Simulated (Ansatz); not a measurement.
**Fields on a plane of Rb2TiCl6 (space group Fm-3m)**

```
Rb2TiCl6
1.0
    0.00000     4.95179     4.95179
    4.95179     0.00000     4.95179
    4.95179     4.95179     0.00000
Rb Ti Cl
2 1 6
Direct
  0.25000   0.25000   0.25000
  0.75000   0.75000   0.75000
  0.00000   0.00000   0.00000
  0.76405   0.76405   0.23595
  0.23595   0.23595   0.76405
  0.23595   0.76405   0.76405
  0.76405   0.23595   0.23595
  0.76405   0.23595   0.76405
  0.23595   0.76405   0.23595
```

The slice is a {110} plane (indices of the conventional cell) through the point (0.236, 0.764, 0.236) (fractional), spanned by u = [100] and v = [1 -1 -1] in vectors of this cell: u (7.00 Å) and v (9.90 Å, at 90° to u). It covers one period; positions are fractions (u, v).

Atoms on it: Cl at (0.53, 0.00); Cl at (0.50, 0.50), 0.2 Å off the plane; Cl at (0.03, 0.50), 0.2 Å off the plane; Cl at (0.00, 0.00). Other atoms lie within 1 Å of the plane.

Level of theory: PBEsol (plane waves to 420 eV, PAW, scalar-relativistic; Ansatz, an electronic-structure program). k mesh 6×6×6. These are valence fields of a PAW run, semicore shells included where kept as valence: close to a nucleus they are smooth pseudo fields. Rb2TiCl6 is run without spin polarisation. Rb2TiCl6 was relaxed with its symmetry unable to fall.

```
|xxxx799970xxxxxx4665xxx|
|xxx4899985xxxxx267763xx|
|xx478999974xxx36777763x|
|67888888888767788888877|
|88888888888888888888888|
|99887777788999888878889|
|88887666778888888777888|
|88877666778888887777888|
|88877666778888888778888|
|99887777788899988888899|
|98888777888899998888999|
|77788888887778899999988|
|xx157888762xx2689999873|
|xxxx578860xxxx07999971x|
|xxxx27873xxxxxx489995xx|
|xxxx17772xxxxxx389984xx|
|xxxx27873xxxxxx489995xx|
|xxxx578860xxxx07999971x|
|xx157888762xx2689999873|
|77788888887778899999988|
|98888777888899998888999|
|99887777788899988888899|
|88877666778888888778888|
|88877666778888887777888|
|88887666778888888777888|
|99887777788999888878889|
|88888888888888888888888|
|67888888888767788888877|
|xx478999974xxx36777763x|
|xxx4899985xxxxx267763xx|
|xxxx799970xxxxxx4665xxx|
|xxxx69997xxxxxxx4664xxx|
```
Scale: ten equal steps from -0.42 (start of '0') to 7.05 (end of '9'), in the order '0123456789'. Values: electrostatic potential energy of an electron, from the cell's mean, in eV. The map has 23 points along u (one character each, u = 0 at the left) and 32 along v (v = 0 in the bottom row). Points within 1 Å of a nucleus are blanked (x), as the pseudised field means little there. The zero, the cell's mean, hangs on the PAW cores.

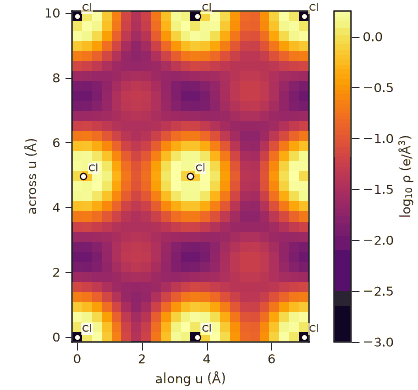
Fig. 1. Log₁₀ of the valence density in e/Å³, one period of the plane, atoms marked. The scale is logarithmic, as a density can span decades between atoms and voids; values under 0.001 e/Å³ are set to 0.001.
